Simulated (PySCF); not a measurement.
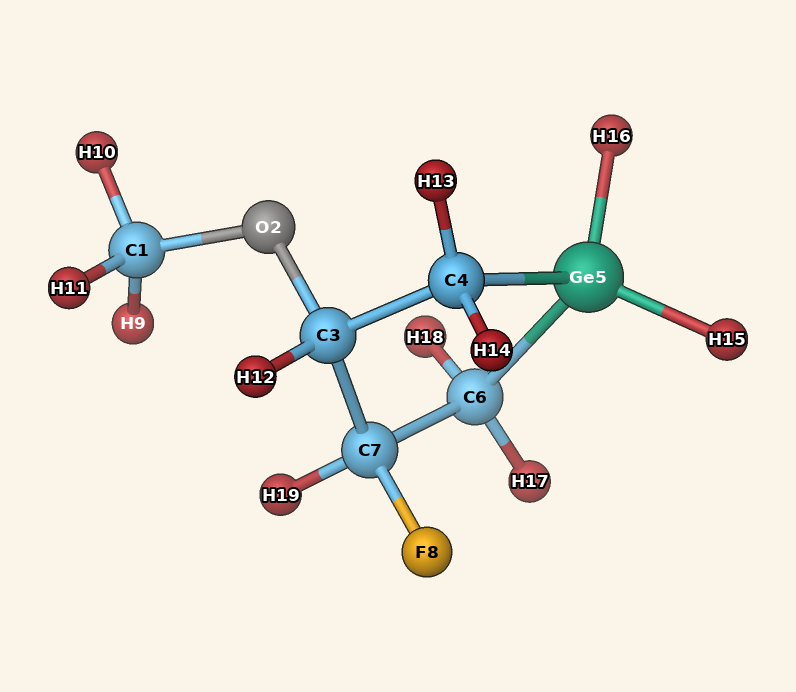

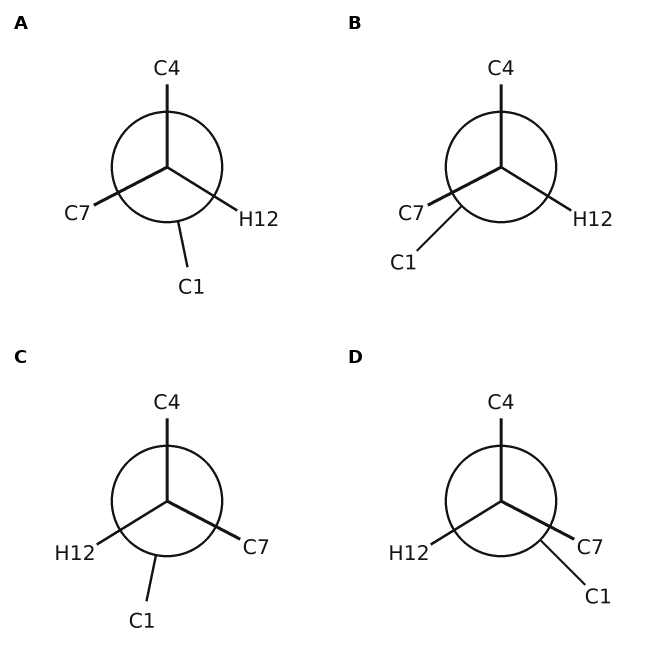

Depth is shown by fading: the farther an atom, the more it takes the colour of the background. Bonds that would overlap in a projection are set slightly apart. The geometry was computed by an optimisation with PBE0-D3(BJ)/def2-SVP. No frequency run is at hand to confirm it as a minimum.

Q: Which Newman projection shows the view along C3–O2, with C3 in front?

A: C. The torsion angle C4–C3–O2–C1 is −168°, antiperiplanar (anti).
